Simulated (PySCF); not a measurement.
System: C$_{5}$H$_{10}$GeSi.

```yaml
atoms:
  - { symbol: C, position_ang: [3.0970, 1.4886, -1.3222] }
  - { symbol: C, position_ang: [2.6198, 0.7300, -0.5193] }
  - { symbol: Ge, position_ang: [1.8302, -0.4879, 0.7071] }
  - { symbol: Si, position_ang: [-0.1224, -1.4534, -0.1037] }
  - { symbol: C, position_ang: [-1.2119, -0.3953, -1.2232] }
  - { symbol: C, position_ang: [-1.7388, -0.5167, 0.2059] }
  - { symbol: C, position_ang: [-1.7633, 0.7405, 1.0367] }
  - { symbol: H, position_ang: [3.5257, 2.1552, -2.0161] }
  - { symbol: H, position_ang: [1.6905, 0.3019, 1.9847] }
  - { symbol: H, position_ang: [2.9152, -1.4939, 0.9952] }
  - { symbol: H, position_ang: [-0.1921, -2.9002, -0.2828] }
  - { symbol: H, position_ang: [-1.8173, -0.8546, -1.9911] }
  - { symbol: H, position_ang: [-0.8776, 0.5928, -1.5122] }
  - { symbol: H, position_ang: [-2.6550, -1.0902, 0.2913] }
  - { symbol: H, position_ang: [-2.5612, 1.4070, 0.7062] }
  - { symbol: H, position_ang: [-0.8175, 1.2767, 0.9446] }
  - { symbol: H, position_ang: [-1.9284, 0.5116, 2.0890] }
```

Geometry: GFN2-xTB.

Method: PySCF, CAM-B3LYP/def2-SVPD, SCF density, gas phase.

### Predict the electron density and electron localisation function between the atoms.

C–C (1.20 Å): ρ at the midpoint is about 2.7 e/Å³; the ELF peaks at about 0.85 between the atoms; a multiple bond.
C–Ge (1.90 Å): the density is about 0.91 e/Å³ at the midpoint; the ELF peaks at about 0.95 in the valence shell of C, 0.7 Å from its nucleus, and is about 0.65 at the midpoint.
Si–Ge (2.32 Å): the density is about 0.66 e/Å³ at the midpoint; the ELF peaks at about 0.95 between the atoms (a covalent bond).
C–H (1.05 Å): ρ is about 2.1 e/Å³ halfway; the ELF climbs to about 1 towards the hydrogen, as it does in any bond to H: a covalent bond by its length.

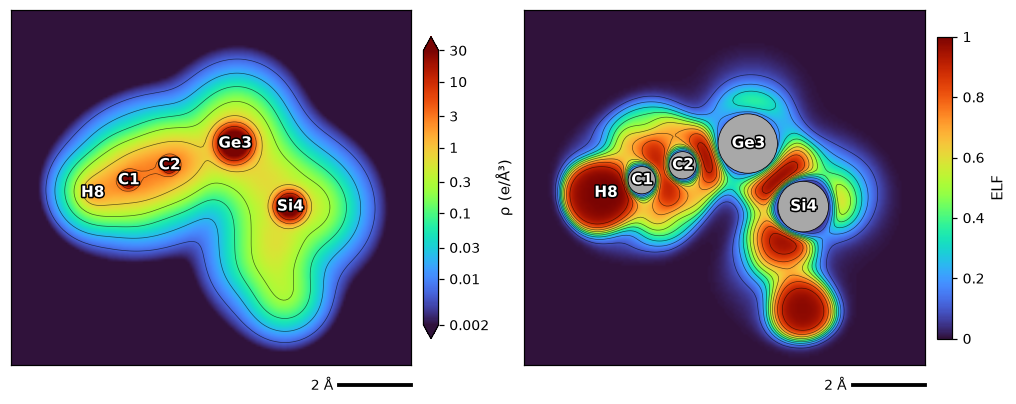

Computed electron density and electron localisation function on the plane of atoms C2, Ge3 and Si4, in this order. Grey discs cover the atomic cores in the ELF map. 
